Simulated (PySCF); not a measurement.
```
atom    x (Å)    y (Å)    z (Å)
   F  -2.0065  -1.4520  -1.1843
  Si  -2.3370  -0.7259   0.1899
   F  -3.9142  -0.5278   0.1572
   F  -2.1278  -1.8682   1.2751
   C  -1.3923   0.8717   0.4745
   C   0.0651   0.8422  -0.0137
   C   0.8931  -0.2263   0.6903
  Si   2.7180  -0.2317   0.1517
   H  -1.3968   1.1154   1.5401
   H  -1.9151   1.6900  -0.0271
   H   0.5109   1.8236   0.1640
   H   0.0801   0.6648  -1.0909
   H   0.4552  -1.2068   0.4914
   H   0.8255  -0.0736   1.7696
   H   2.7948  -0.4512  -1.2936
   H   3.3194   1.0649   0.4782
   H   3.4205  -1.2969   0.8671
```

Geometry: GFN2-xTB.

These are results of PBE0/pcSseg-1, SCF density, gas phase, non-relativistic in PySCF, not measurements.

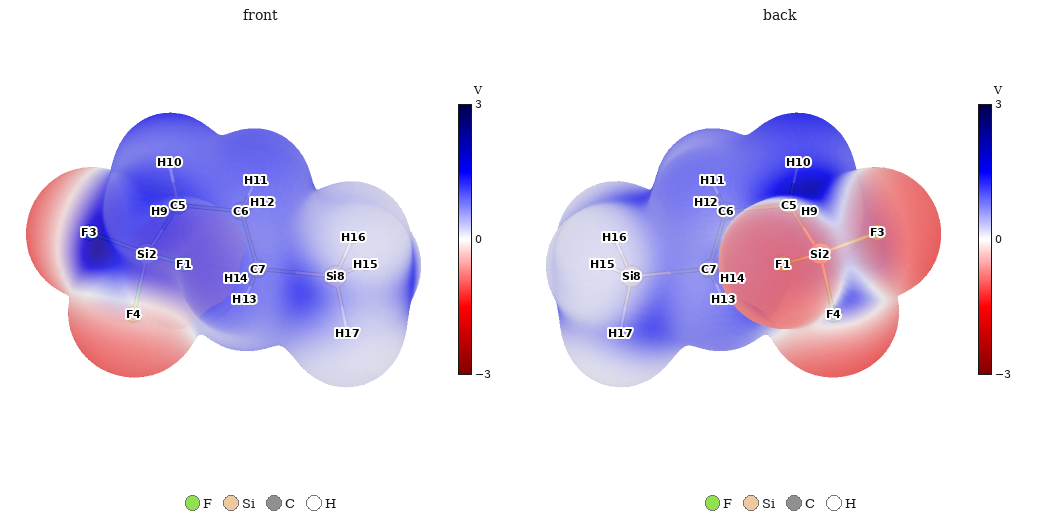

C3H9F3Si2 (SMILES F[Si](F)(F)CCC[SiH3]). The molecular electrostatic potential painted on the density surface at 0.002 e/bohr³, seen from the front and from behind; red is negative and blue positive.

### Describe the electrostatic potential map.

The most negative region (about −0.9 V, or −21 kcal/mol for a unit charge) lies over F1, F3 and F4, the most positive (about +1.9 V, or +44 kcal/mol for a unit charge) over Si2.

### How polar is the molecule by this calculation?

Its dipole moment is 3.01 D.
